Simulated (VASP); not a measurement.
# A VASP study of AlNi3 (r2SCAN + rVV10): structure first, properties next, part 3 of 13

What structure does AlNi3 take at this level, and what are its properties? The start is a computed cell from the Materials Project.

VASP 6.6.1, plane waves and PAW; the level of theory is named at each step.

Still holding for the runs below: The k-mesh is coarse for a metal.

So far, moment of the cell, from the last line of the log (μB): step 2 (magnetic order: ferromagnetic) 0.855.

## 4. Magnetic order: antiferromagnetic, q = (0, 0, 1/2)

This step: r2SCAN with rVV10, spin-polarised from an antiferromagnetic start; plane waves and PAW (Al, Ni) (VASP 6.6.1).

System of this step: AlNi3. Symmetry: Pm-3m, No. 221, cubic system. The conventional cell has a = 3.523 Å, b = 3.523 Å, c = 3.523 Å, α = 90.00°, β = 90.00°, γ = 90.00°. Nearest to Al lie 12 Ni at 2.49 Å. Nearest to Ni lie 8 Ni at 2.49 Å and 4 Al at 2.49 Å. Nearest to Ni lie 8 Ni at 2.49 Å and 4 Al at 2.49 Å. Farther neighbours are not listed.

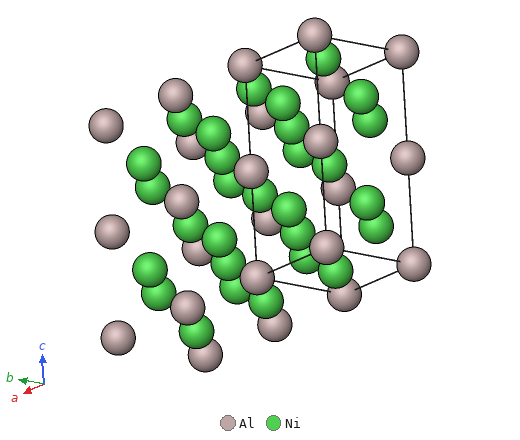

The cell of this step (aluminium light grey, nickel green). 3×1×1 cells are drawn. Some periodic images of atoms are drawn too.

Next, a pattern with opposite moments, which needs a doubled cell; q is given in the reciprocal vectors of the primitive cell.

The input, INCAR:

```
SYSTEM = AlNi3
PREC = Accurate
ENCUT = 400
EDIFF = 1E-06
NELM = 100
ISMEAR = 1
SIGMA = 0.2
LREAL = .FALSE.
ALGO = Normal
METAGGA = R2SCAN
LUSE_VDW = .TRUE.
IVDW_NL = 2
BPARAM = 11.95
CPARAM = 0.0093
LASPH = .TRUE.
NBANDS = 45
ISPIN = 2
MAGMOM = 0 0 1 -1 1 -1 1 -1
LMAXMIX = 4
LORBIT = 11
LWAVE = .FALSE.
LCHARG = .FALSE.
KPAR = 8
ISIF = 2
```

The input, POSCAR:

```
AlNi3
1.0
    3.5230547267      0.0000000000      0.0000000000
    0.0000000000      3.5230547267      0.0000000000
    0.0000000000      0.0000000000      7.0461094534
Al Ni
2 6
Direct
    0.0000000000      0.0000000000      0.0000000000
    0.0000000000      0.0000000000      0.5000000000
    0.0000000000      0.5000000000      0.2500000000
    0.0000000000      0.5000000000      0.7500000000
    0.5000000000      0.0000000000      0.2500000000
    0.5000000000      0.0000000000      0.7500000000
    0.5000000000      0.5000000000      0.0000000000
    0.5000000000      0.5000000000      0.5000000000
```

The input, KPOINTS:

```
Automatic mesh
0
Gamma
6 6 3
0 0 0
```

Potentials, in the order of the species: Al and Ni (PBE family, release 64).

Command:

```
> mpirun -np 8 vasp_std
```

Log:

```text
[banner, memory and clock lines left out]
running    8 mpi-ranks, on    1 nodes
 distrk:  each k-point on    1 cores,    8 groups
 distr:  one band on    1 cores,    1 groups

 POSCAR found type information on POSCAR AlNi
 POSCAR found :  2 types and       8 ions
 [... a notice as in an earlier step ...]

 [... a notice as in an earlier step ...]

 [... a notice as in an earlier step ...]

 LDA part: xc-table for (None), standard interpolation
 POSCAR, INCAR and KPOINTS ok, starting setup
 FFT: planning ... GRIDC
 FFT: planning ... GRID_SOFT
 FFT: planning ... GRID
 WAVECAR not read
 entering main loop
       N       E                     dE             d eps       ncg     rms          rms(c)
Total rVV10 correction in eV:      1.7014280    77.6638138
Total rVV10 correction in eV:      1.7014280    77.6638138
Total rVV10 correction in eV:      1.7014280    77.6638138
Total rVV10 correction in eV:      1.7014280    77.6638138
Total rVV10 correction in eV:      1.7014280    77.6638138
Total rVV10 correction in eV:      1.7014280    77.6638138
Total rVV10 correction in eV:      1.7014280    77.6638138
Total rVV10 correction in eV:      1.7014280    77.6638138
DAV:   1     0.384320860695E+03    0.38432E+03   -0.24344E+04  3600   0.166E+03
DAV:   2    -0.658382796496E+02   -0.45016E+03   -0.42719E+03  3605   0.356E+02
DAV:   3    -0.102140632120E+03   -0.36302E+02   -0.33598E+02  3790   0.132E+02
DAV:   4    -0.102923693580E+03   -0.78306E+00   -0.77997E+00  4032   0.209E+01
DAV:   5    -0.102948769133E+03   -0.25076E-01   -0.25072E-01  4907   0.281E+00    0.299E+01
Total rVV10 correction in eV:      1.5495513    77.6638253
Total rVV10 correction in eV:      1.5495513    77.6638253
Total rVV10 correction in eV:      1.5495513    77.6638253
Total rVV10 correction in eV:      1.5495513    77.6638253
Total rVV10 correction in eV:      1.5495513    77.6638253
Total rVV10 correction in eV:      1.5495513    77.6638253
Total rVV10 correction in eV:      1.5495513    77.6638253
Total rVV10 correction in eV:      1.5495513    77.6638253
DAV:   6    -0.972482211236E+02    0.57005E+01   -0.12229E+02  3889   0.142E+02    0.324E+01
Total rVV10 correction in eV:      1.6163006    77.6638268
Total rVV10 correction in eV:      1.6163006    77.6638268
Total rVV10 correction in eV:      1.6163006    77.6638268
Total rVV10 correction in eV:      1.6163006    77.6638268
Total rVV10 correction in eV:      1.6163006    77.6638268
Total rVV10 correction in eV:      1.6163006    77.6638268
Total rVV10 correction in eV:      1.6163006    77.6638268
Total rVV10 correction in eV:      1.6163006    77.6638268
DAV:   7    -0.865016728929E+02    0.10747E+02   -0.31095E+01  4135   0.734E+01    0.458E+00
Total rVV10 correction in eV:      1.6125583    77.6638263
Total rVV10 correction in eV:      1.6125583    77.6638263
Total rVV10 correction in eV:      1.6125583    77.6638263
Total rVV10 correction in eV:      1.6125583    77.6638263
Total rVV10 correction in eV:      1.6125583    77.6638263
Total rVV10 correction in eV:      1.6125583    77.6638263
Total rVV10 correction in eV:      1.6125583    77.6638263
Total rVV10 correction in eV:      1.6125583    77.6638263
DAV:   8    -0.869654381543E+02   -0.46377E+00   -0.17588E+00  4730   0.202E+01    0.528E+00
Total rVV10 correction in eV:      1.6101971    77.6638262
Total rVV10 correction in eV:      1.6101971    77.6638262
Total rVV10 correction in eV:      1.6101971    77.6638262
Total rVV10 correction in eV:      1.6101971    77.6638262
Total rVV10 correction in eV:      1.6101971    77.6638262
Total rVV10 correction in eV:      1.6101971    77.6638262
Total rVV10 correction in eV:      1.6101971    77.6638262
Total rVV10 correction in eV:      1.6101971    77.6638262
DAV:   9    -0.869058045470E+02    0.59634E-01   -0.70481E-01  4078   0.243E+01    0.383E+00
Total rVV10 correction in eV:      1.6047680    77.6638262
Total rVV10 correction in eV:      1.6047680    77.6638262
Total rVV10 correction in eV:      1.6047680    77.6638262
Total rVV10 correction in eV:      1.6047680    77.6638262
Total rVV10 correction in eV:      1.6047680    77.6638262
Total rVV10 correction in eV:      1.6047680    77.6638262
Total rVV10 correction in eV:      1.6047680    77.6638262
Total rVV10 correction in eV:      1.6047680    77.6638262
DAV:  10    -0.868544177132E+02    0.51387E-01   -0.14096E-01  4322   0.100E+01    0.156E+00
Total rVV10 correction in eV:      1.5990417    77.6638262
Total rVV10 correction in eV:      1.5990417    77.6638262
Total rVV10 correction in eV:      1.5990417    77.6638262
Total rVV10 correction in eV:      1.5990417    77.6638262
Total rVV10 correction in eV:      1.5990417    77.6638262
Total rVV10 correction in eV:      1.5990417    77.6638262
Total rVV10 correction in eV:      1.5990417    77.6638262
Total rVV10 correction in eV:      1.5990417    77.6638262
DAV:  11    -0.868551521235E+02   -0.73441E-03   -0.75732E-02  4370   0.322E+00    0.498E-01
Total rVV10 correction in eV:      1.5980044    77.6638262
Total rVV10 correction in eV:      1.5980044    77.6638262
Total rVV10 correction in eV:      1.5980044    77.6638262
Total rVV10 correction in eV:      1.5980044    77.6638262
Total rVV10 correction in eV:      1.5980044    77.6638262
Total rVV10 correction in eV:      1.5980044    77.6638262
Total rVV10 correction in eV:      1.5980044    77.6638262
Total rVV10 correction in eV:      1.5980044    77.6638262
DAV:  12    -0.868583419563E+02   -0.31898E-02   -0.17474E-02  3943   0.108E+00    0.274E-01
Total rVV10 correction in eV:      1.5982592    77.6638262
Total rVV10 correction in eV:      1.5982592    77.6638262
Total rVV10 correction in eV:      1.5982592    77.6638262
Total rVV10 correction in eV:      1.5982592    77.6638262
Total rVV10 correction in eV:      1.5982592    77.6638262
Total rVV10 correction in eV:      1.5982592    77.6638262
Total rVV10 correction in eV:      1.5982592    77.6638262
Total rVV10 correction in eV:      1.5982592    77.6638262
DAV:  13    -0.868586460410E+02   -0.30408E-03   -0.18232E-03  4103   0.392E-01    0.129E-01
Total rVV10 correction in eV:      1.5984271    77.6638262
Total rVV10 correction in eV:      1.5984271    77.6638262
Total rVV10 correction in eV:      1.5984271    77.6638262
Total rVV10 correction in eV:      1.5984271    77.6638262
Total rVV10 correction in eV:      1.5984271    77.6638262
Total rVV10 correction in eV:      1.5984271    77.6638262
Total rVV10 correction in eV:      1.5984271    77.6638262
Total rVV10 correction in eV:      1.5984271    77.6638262
DAV:  14    -0.868587564613E+02   -0.11042E-03   -0.51096E-04  5646   0.267E-01    0.662E-02
Total rVV10 correction in eV:      1.5984839    77.6638262
Total rVV10 correction in eV:      1.5984839    77.6638262
Total rVV10 correction in eV:      1.5984839    77.6638262
Total rVV10 correction in eV:      1.5984839    77.6638262
Total rVV10 correction in eV:      1.5984839    77.6638262
Total rVV10 correction in eV:      1.5984839    77.6638262
Total rVV10 correction in eV:      1.5984839    77.6638262
Total rVV10 correction in eV:      1.5984839    77.6638262
DAV:  15    -0.868588197081E+02   -0.63247E-04   -0.17253E-04  4203   0.125E-01    0.544E-02
Total rVV10 correction in eV:      1.5984888    77.6638262
Total rVV10 correction in eV:      1.5984888    77.6638262
Total rVV10 correction in eV:      1.5984888    77.6638262
Total rVV10 correction in eV:      1.5984888    77.6638262
Total rVV10 correction in eV:      1.5984888    77.6638262
Total rVV10 correction in eV:      1.5984888    77.6638262
Total rVV10 correction in eV:      1.5984888    77.6638262
Total rVV10 correction in eV:      1.5984888    77.6638262
DAV:  16    -0.868588478531E+02   -0.28145E-04   -0.47887E-05  6666   0.962E-02    0.425E-02
Total rVV10 correction in eV:      1.5984773    77.6638262
Total rVV10 correction in eV:      1.5984773    77.6638262
Total rVV10 correction in eV:      1.5984773    77.6638262
Total rVV10 correction in eV:      1.5984773    77.6638262
Total rVV10 correction in eV:      1.5984773    77.6638262
Total rVV10 correction in eV:      1.5984773    77.6638262
Total rVV10 correction in eV:      1.5984773    77.6638262
Total rVV10 correction in eV:      1.5984773    77.6638262
DAV:  17    -0.868588934836E+02   -0.45631E-04   -0.33039E-04  5398   0.328E-01    0.297E-02
Total rVV10 correction in eV:      1.5984901    77.6638262
Total rVV10 correction in eV:      1.5984901    77.6638262
Total rVV10 correction in eV:      1.5984901    77.6638262
Total rVV10 correction in eV:      1.5984901    77.6638262
Total rVV10 correction in eV:      1.5984901    77.6638262
Total rVV10 correction in eV:      1.5984901    77.6638262
Total rVV10 correction in eV:      1.5984901    77.6638262
Total rVV10 correction in eV:      1.5984901    77.6638262
DAV:  18    -0.868589282910E+02   -0.34807E-04   -0.16123E-04  6324   0.168E-01    0.239E-02
Total rVV10 correction in eV:      1.5985029    77.6638262
Total rVV10 correction in eV:      1.5985029    77.6638262
Total rVV10 correction in eV:      1.5985029    77.6638262
Total rVV10 correction in eV:      1.5985029    77.6638262
Total rVV10 correction in eV:      1.5985029    77.6638262
Total rVV10 correction in eV:      1.5985029    77.6638262
Total rVV10 correction in eV:      1.5985029    77.6638262
Total rVV10 correction in eV:      1.5985029    77.6638262
DAV:  19    -0.868589463957E+02   -0.18105E-04   -0.98573E-05  5226   0.176E-01    0.171E-02
Total rVV10 correction in eV:      1.5985050    77.6638262
Total rVV10 correction in eV:      1.5985050    77.6638262
Total rVV10 correction in eV:      1.5985050    77.6638262
Total rVV10 correction in eV:      1.5985050    77.6638262
Total rVV10 correction in eV:      1.5985050    77.6638262
Total rVV10 correction in eV:      1.5985050    77.6638262
Total rVV10 correction in eV:      1.5985050    77.6638262
Total rVV10 correction in eV:      1.5985050    77.6638262
DAV:  20    -0.868589585400E+02   -0.12144E-04   -0.62631E-05  6148   0.977E-02    0.105E-02
Total rVV10 correction in eV:      1.5985020    77.6638262
Total rVV10 correction in eV:      1.5985020    77.6638262
Total rVV10 correction in eV:      1.5985020    77.6638262
Total rVV10 correction in eV:      1.5985020    77.6638262
Total rVV10 correction in eV:      1.5985020    77.6638262
Total rVV10 correction in eV:      1.5985020    77.6638262
Total rVV10 correction in eV:      1.5985020    77.6638262
Total rVV10 correction in eV:      1.5985020    77.6638262
DAV:  21    -0.868589626266E+02   -0.40866E-05   -0.40383E-05  4062   0.111E-01    0.538E-03
Total rVV10 correction in eV:      1.5985015    77.6638262
Total rVV10 correction in eV:      1.5985015    77.6638262
Total rVV10 correction in eV:      1.5985015    77.6638262
Total rVV10 correction in eV:      1.5985015    77.6638262
Total rVV10 correction in eV:      1.5985015    77.6638262
Total rVV10 correction in eV:      1.5985015    77.6638262
Total rVV10 correction in eV:      1.5985015    77.6638262
Total rVV10 correction in eV:      1.5985015    77.6638262
DAV:  22    -0.868589661036E+02   -0.34770E-05   -0.12532E-05  4816   0.315E-02    0.369E-03
Total rVV10 correction in eV:      1.5985023    77.6638262
Total rVV10 correction in eV:      1.5985023    77.6638262
Total rVV10 correction in eV:      1.5985023    77.6638262
Total rVV10 correction in eV:      1.5985023    77.6638262
Total rVV10 correction in eV:      1.5985023    77.6638262
Total rVV10 correction in eV:      1.5985023    77.6638262
Total rVV10 correction in eV:      1.5985023    77.6638262
Total rVV10 correction in eV:      1.5985023    77.6638262
DAV:  23    -0.868589666883E+02   -0.58471E-06   -0.84429E-07  1938   0.873E-03
Total rVV10 correction in eV:      1.5985069    77.6638262
Total rVV10 correction in eV:      1.5985069    77.6638262
Total rVV10 correction in eV:      1.5985069    77.6638262
Total rVV10 correction in eV:      1.5985069    77.6638262
Total rVV10 correction in eV:      1.5985069    77.6638262
Total rVV10 correction in eV:      1.5985069    77.6638262
Total rVV10 correction in eV:      1.5985069    77.6638262
Total rVV10 correction in eV:      1.5985069    77.6638262
Total rVV10 correction in eV:      1.5985024    77.6638262
Total rVV10 correction in eV:      1.5985024    77.6638262
Total rVV10 correction in eV:      1.5985024    77.6638262
Total rVV10 correction in eV:      1.5985024    77.6638262
Total rVV10 correction in eV:      1.5985024    77.6638262
Total rVV10 correction in eV:      1.5985024    77.6638262
Total rVV10 correction in eV:      1.5985024    77.6638262
Total rVV10 correction in eV:      1.5985024    77.6638262
   1 F= -.86858967E+02 E0= -.86847182E+02  d E =-.353554E-01  mag=     0.0000
```

Run time: 3.2 min. Hardware: 8 MPI ranks of Intel Xeon Platinum 8259CL at 2.50GHz (Skylake/Cascade Lake), shared host; peak memory 3 GiB; 25 min of CPU time.

Parts of OUTCAR (step 4):

```text
  LATTYP: Found a simple tetragonal cell.
 ALAT       =     3.5230547267
 C/A-ratio  =     2.0000000000

 Subroutine GETGRP returns: Found 16 space group operations
 (whereof 16 operations were pure point group operations)

The static configuration has the point symmetry D_4h.

 Found     20 irreducible k-points:

   k-points           NKPTS =     20   k-points in BZ     NKDIM =     20   number of bands    NBANDS=     45

   dimension x,y,z NGX =    24 NGY =   24 NGZ =   48
   dimension x,y,z NGXF=    48 NGYF=   48 NGZF=   96

   ENCUT  =  400.0 eV  29.40 Ry    5.42 a.u.   5.75  5.75 11.49*2*pi/ulx,y,z

   NELECT =      66.0000    total number of electrons

 E-fermi :   9.6688

 spin component 1
 k-point     1 :       0.0000    0.0000    0.0000
  band No.  band energies     occupation
    ...
     25       8.7025      1.00000
     26       9.1054      1.00025
     27       9.1054      1.00025
     28       9.1891      1.00180
     29       9.5765      0.84821
     30       9.8892     -0.03274
     31       9.8926     -0.03348
     32       9.8926     -0.03348
     33       9.8973     -0.03429
     34      10.5979     -0.00000
    ...

 k-point     2 :       0.1667    0.0000    0.0000
  band No.  band energies     occupation
    ...
     29       9.2756      1.00890
     30       9.2756      1.00891
     31       9.4469      1.03309
     32       9.5132      0.98416
     33       9.6429      0.60874
     34       9.8931     -0.03357
     35      11.6820     -0.00000
     36      11.6820     -0.00000
     37      13.3329     -0.00000
     38      13.6252     -0.00000
    ...

 k-point     3 :       0.3333    0.0000    0.0000
  band No.  band energies     occupation
    ...
     29       8.7762      1.00000
     30       8.9762      1.00001
     31       9.1643      1.00105
     32       9.1654      1.00107
     33       9.2118      1.00286
     34       9.8935     -0.03365
     35      11.4226     -0.00000
     36      11.4406     -0.00000
     37      13.4665     -0.00000
     38      13.4665     -0.00000
    ...

 k-point     4 :       0.5000    0.0000    0.0000
  band No.  band energies     occupation
    ...
     29       8.7025      1.00000
     30       8.7478      1.00000
     31       8.9212      1.00000
     32       9.1356      1.00053
     33       9.1891      1.00180
     34       9.8938     -0.03372
     35      10.7667     -0.00000
     36      10.7667     -0.00000
     37      15.6511      0.00000
     38      15.6511      0.00000
    ...

  Total       -0.9907241     -0.9907241     -0.9905761      0.0000000      0.0000000      0.0000000
  in kB      -18.1499385    -18.1499385    -18.1472273      0.0000000      0.0000000      0.0000000
  external PRESSURE =     -18.1490348 kB  Pullay stress =       0.0000000 kB

  energy-cutoff  :      400.00
  volume of cell :       87.46
      direct lattice vectors                 reciprocal lattice vectors
     3.523054727  0.000000000  0.000000000     0.283844583  0.000000000  0.000000000
     0.000000000  3.523054727  0.000000000     0.000000000  0.283844583  0.000000000
     0.000000000  0.000000000  7.046109453     0.000000000  0.000000000  0.141922292

 POSITION                                       TOTAL-FORCE (eV/Angst)
 -----------------------------------------------------------------------------------
      0.00000      0.00000      0.00000         0.000000      0.000000      0.000005
      0.00000      0.00000      3.52305         0.000000      0.000000      0.000005
      0.00000      1.76153      1.76153         0.000000      0.000000      0.000004
      0.00000      1.76153      5.28458         0.000000      0.000000      0.000004
      1.76153      0.00000      1.76153         0.000000      0.000000      0.000004
      1.76153      0.00000      5.28458         0.000000      0.000000      0.000004
      1.76153      1.76153      0.00000        -0.000000     -0.000000     -0.000012
      1.76153      1.76153      3.52305         0.000000     -0.000000     -0.000012
 -----------------------------------------------------------------------------------
    total drift:                                0.000000      0.000000     -0.000019

  FREE ENERGIE OF THE ION-ELECTRON SYSTEM (eV)
  ---------------------------------------------------
  free  energy   TOTEN  =       -86.8589666883 eV

  energy  without entropy=      -86.8236112829  energy(sigma->0) =      -86.84718155

 total charge
# of ion       s       p       d       tot
------------------------------------------
    1        0.412   0.418   0.000   0.830
    2        0.412   0.418   0.000   0.830
    3        0.522   0.569   8.395   9.486
    4        0.522   0.569   8.395   9.486
    5        0.522   0.569   8.395   9.486
    6        0.522   0.569   8.395   9.486
    7        0.522   0.569   8.395   9.486
    8        0.522   0.569   8.395   9.486
--------------------------------------------------
tot          3.954   4.249  50.372  58.575

 magnetization (x)
# of ion       s       p       d       tot
------------------------------------------
    1       -0.000  -0.000   0.000  -0.000
    2        0.000   0.000   0.000   0.000
    3       -0.000  -0.000   0.002   0.002
    4        0.000   0.000  -0.002  -0.002
    5       -0.000  -0.000   0.002   0.002
    6        0.000   0.000  -0.002  -0.002
    7       -0.000  -0.000   0.000   0.000
    8        0.000   0.000  -0.000  -0.000
--------------------------------------------------
tot          0.000   0.000   0.000   0.000

[... 6 further parts left out ...]
```

This step gave:

```yaml
scf_cycles: 23
electrons: 66
bands: 45
irreducible_k_points: 20
symmetry_operations: 8
free_energy_toten: -86.8590 eV
energy_at_zero_smearing: -86.8472 eV
fermi_energy: 9.669 eV
pressure: -1.815 GPa
```

Spin moment in the PAW sphere by atom:

```tsv
atom	spin moment in the PAW sphere (μB)
Al1	0.0000
Al2	0.0000
Ni3	0.0020
Ni4	-0.0020
Ni5	0.0020
Ni6	-0.0020
Ni7	0.0000
Ni8	0.0000
```

The energy lies +20.7 meV an atom from the first pattern. The moments fall under 0.1 μB, and the mesh shows no gap.

[end of part 3 of 13]

[Lines on the potential files, build, host, timing and source positions are cut from VASP's logs without a mark.]

[Logs are printed without paths, hosts, clocks, repeated set-up lines and the standing remarks that a program may print on its own settings, such as how far it seeks lower states.]

[Hosts, paths, dates, database ids (printed as entryN), source tags and the programs' standing remarks are cut or masked in the printed files.]

[A measured line is paired with the nearest computed mode of its activity, which favours agreement.]
